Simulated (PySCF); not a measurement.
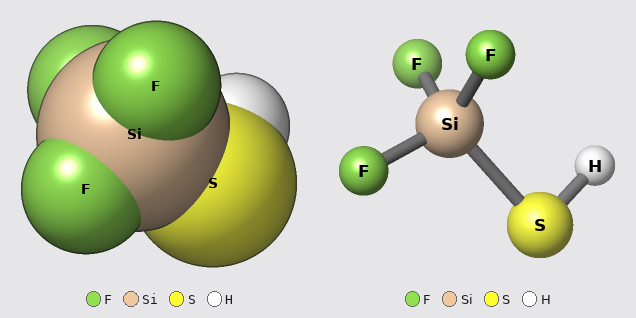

Both panels show the same species.

Computed geometry: PBE0-D3(BJ)/def2-SVP optimisation. No frequency run is at hand to confirm it as a minimum.

**Count the atoms of each element.**

F₃HSSi, 6 atoms: 3 fluorine, 1 hydrogen, 1 sulfur and 1 silicon.

**Count the bonded pairs by element.**

3 F–Si, 1 S–Si, 1 S–H.

**What is its SMILES?**

F[Si](F)(F)S

More results for the same structure follow; atom numbers are the same in all pictures, views and colours differ.

**Geometry**

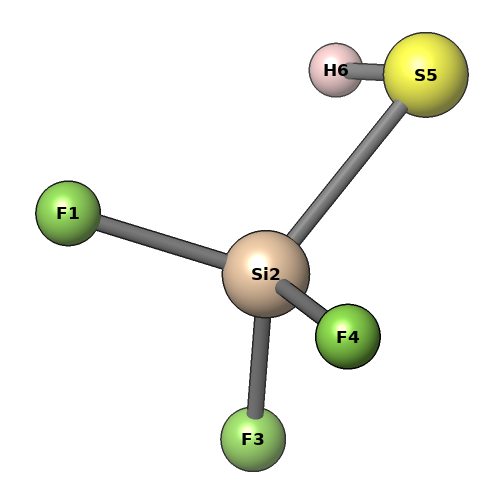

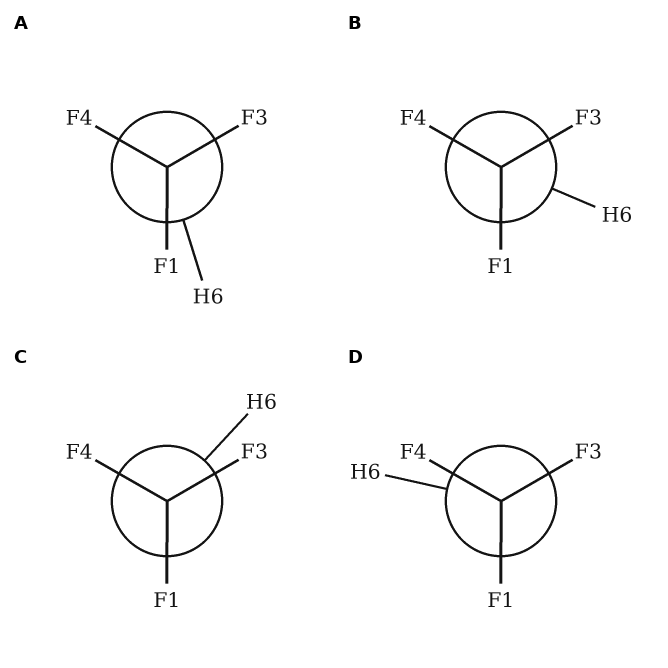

Atoms fade into the background with distance from the viewer. Bonds that would overlap in a projection are set slightly apart. No frequency run is at hand to confirm it as a minimum.

**Which Newman projection shows the view along Si2–S5, with Si2 in front?**

B. The torsion angle F1–Si2–S5–H6 is −67°, synclinal (gauche).

**Electronic properties**

No frequency run is at hand to confirm it as a minimum. Properties computed with PBE0/cc-pVTZ, gas phase (PySCF 2.14.0).

Computed properties:

- dipole moment: 1.69 D
- HOMO energy (Kohn–Sham orbital): −8.61 eV
- LUMO energy (Kohn–Sham orbital): −0.19 eV
- HOMO–LUMO gap: 8.42 eV

**NMR shielding**

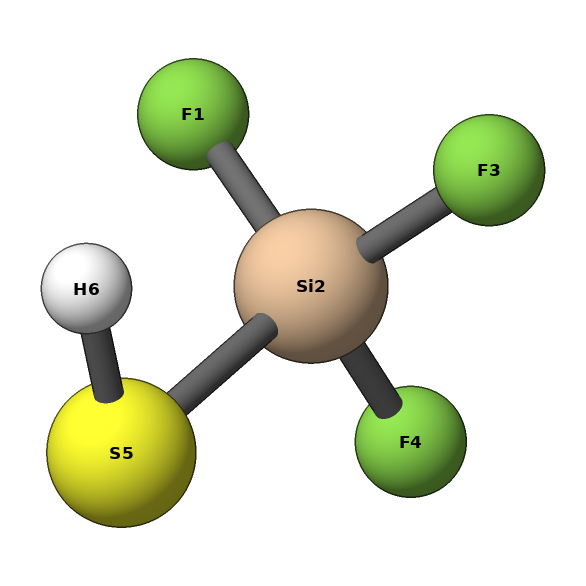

The questions are on isotropic NMR shieldings of the F atoms. No frequency run is at hand to confirm it as a minimum. Properties computed with GIAO PBE0/cc-pVDZ NMR shielding, non-relativistic, gas phase (PySCF 2.14.0).

List the isotropic NMR shieldings of the F atoms.

```json
{"atom": "F1", "σ (ppm)": "303.4"}
{"atom": "F3", "σ (ppm)": "302.8"}
{"atom": "F4", "σ (ppm)": "313.0"}
```

**Charges**

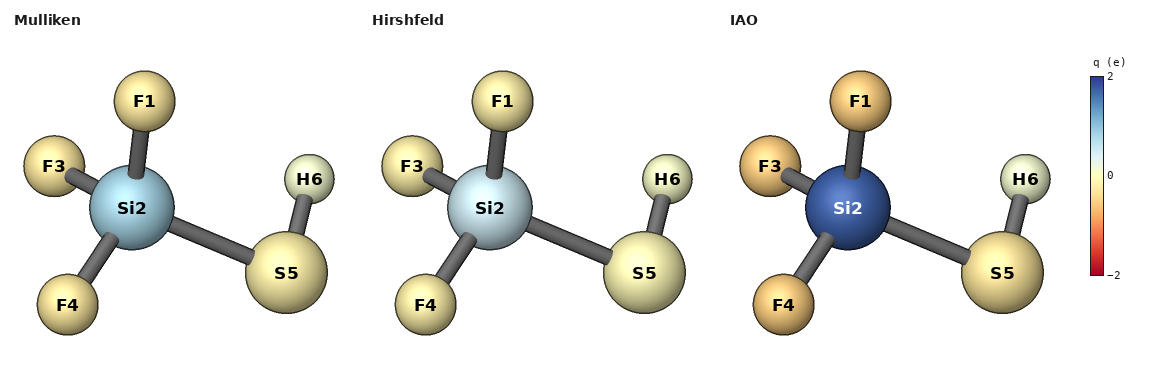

Atomic charges of one calculation by 3 schemes, on one colour scale. No frequency run is at hand to confirm it as a minimum. Level of theory: PBE0/cc-pVTZ (PySCF 2.14.0).

**Which scheme gives the most polar picture (largest mean size of the charges)?**

The IAO charges are the largest in size here, and the Hirshfeld charges the smallest.

**On which atom do the schemes disagree most?**

On Si2 (from 0.54 to 1.72 e).

List the charges (e), one line for each set of equivalent atoms.

```json
{"atom": "F1", "Mulliken": "−0.25", "Hirshfeld": "−0.18", "IAO": "−0.52"}
{"atom": "Si2", "Mulliken": "0.82", "Hirshfeld": "0.54", "IAO": "1.72"}
{"atom": "F3", "Mulliken": "−0.26", "Hirshfeld": "−0.18", "IAO": "−0.52"}
{"atom": "F4", "Mulliken": "−0.25", "Hirshfeld": "−0.18", "IAO": "−0.52"}
{"atom": "S5", "Mulliken": "−0.18", "Hirshfeld": "−0.07", "IAO": "−0.30"}
{"atom": "H6", "Mulliken": "0.12", "Hirshfeld": "0.08", "IAO": "0.13"}
```

Mulliken values depend strongly on the basis set and can even reverse the polarity of a bond.
